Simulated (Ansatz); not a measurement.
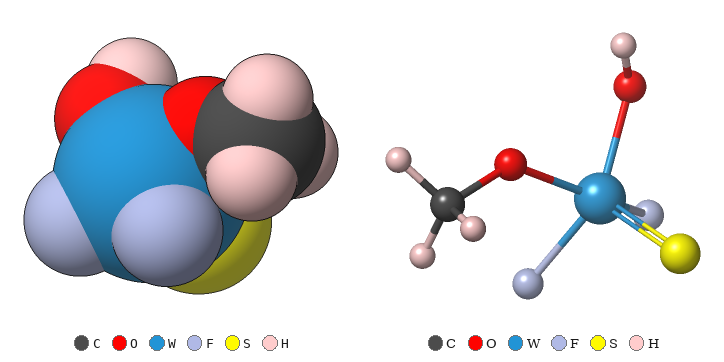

Two views of one molecule.

Charge 0, singlet. Computed geometry: PBE0-D4/def2-TZVP optimisation.

> Count the atoms of each element.

CH₄F₂O₂SW, 11 atoms: 1 carbon, 4 hydrogen, 2 fluorine, 2 oxygen, 1 sulfur and 1 tungsten.

> Give a SMILES string for it.

C[O][W]([OH])([F])([F])=[S]

> Which point group does it belong to?

C1.

More results for the same structure follow; atom numbers are the same in all pictures, views and colours differ.

## Geometry

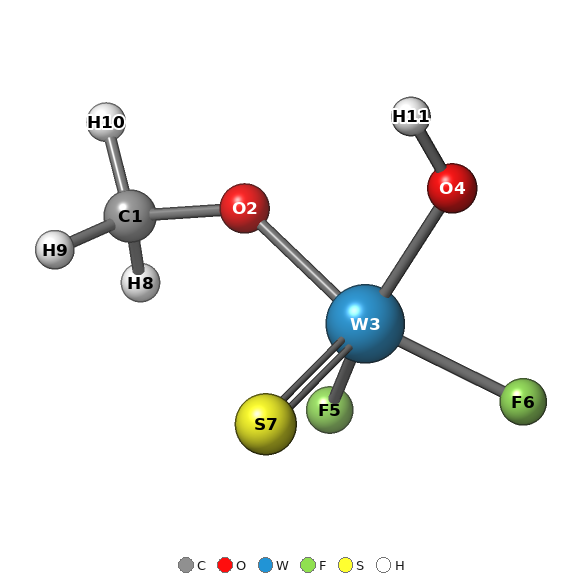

Numbered structure.

Give these bond angles: O2–C1–H9, O2–W3–O4, O2–W3–F5, O2–W3–F6, O2–W3–S7, W3–O4–H11, O4–W3–F5, O4–W3–F6, O4–W3–S7, F5–W3–F6, F5–W3–S7, F6–W3–S7.

```csv
angle,degrees
O2–C1–H9,109.5
O2–W3–O4,88.7
O2–W3–F5,84.3
O2–W3–F6,150.4
O2–W3–S7,102.7
W3–O4–H11,123.8
O4–W3–F5,146.0
O4–W3–F6,86.4
O4–W3–S7,108.7
F5–W3–F6,83.7
F5–W3–S7,105.3
F6–W3–S7,106.5
```

## Electronic properties

Method: RKS r2SCAN-D4/def2-TZVPP, core potentials on W (Ansatz 0.2.0).

Predict the main results.

- dipole moment: 3.97 D
- HOMO energy (Kohn–Sham orbital): −7.25 eV
- LUMO energy (Kohn–Sham orbital): −3.71 eV
- HOMO–LUMO gap: 3.54 eV
- dispersion correction: −7.2 kJ/mol

## Vibrations

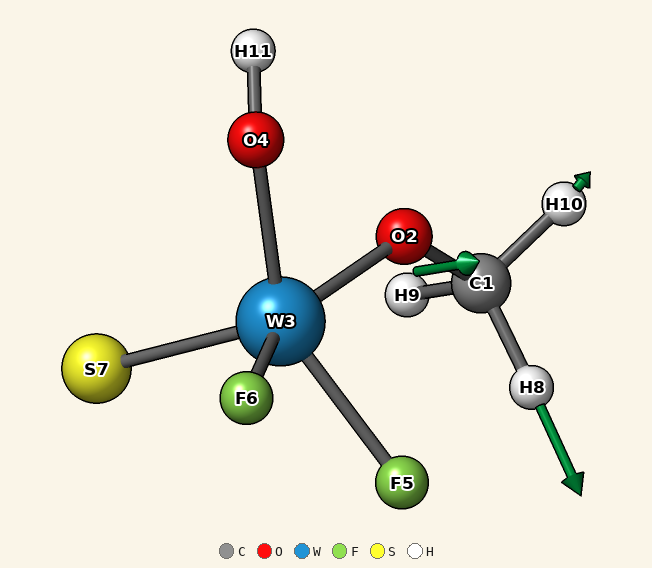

The arrows show one normal mode. Harmonic vibrations computed with RKS PBE0-D4/def2-TZVP, core potentials on W (Ansatz 0.2.0) at a stationary point of the same level.

> Describe the motion.

Mostly out-of-phase stretching of 2 C–H bonds.

> Estimate its harmonic wavenumber.

3109 cm⁻¹; it is mode 25 of 27 counted from the lowest.

## Charges

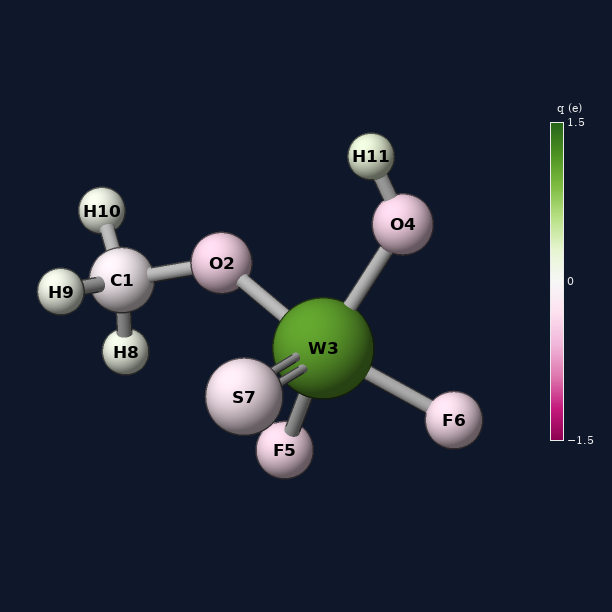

Atoms are coloured by their Mulliken charges. Properties computed with RKS B3LYP-D4/def2-TZVPP, core potentials on W (Ansatz 0.2.0).

List the Mulliken charges.

| atom | value (e) |
| --- | --- |
| C1 | −0.10 |
| O2 | −0.36 |
| W3 | 1.07 |
| O4 | −0.36 |
| F5 | −0.32 |
| F6 | −0.29 |
| S7 | −0.19 |
| H8 | 0.13 |
| H9 | 0.11 |
| H10 | 0.12 |
| H11 | 0.21 |

Mulliken values depend strongly on the basis set and can even reverse the polarity of a bond.
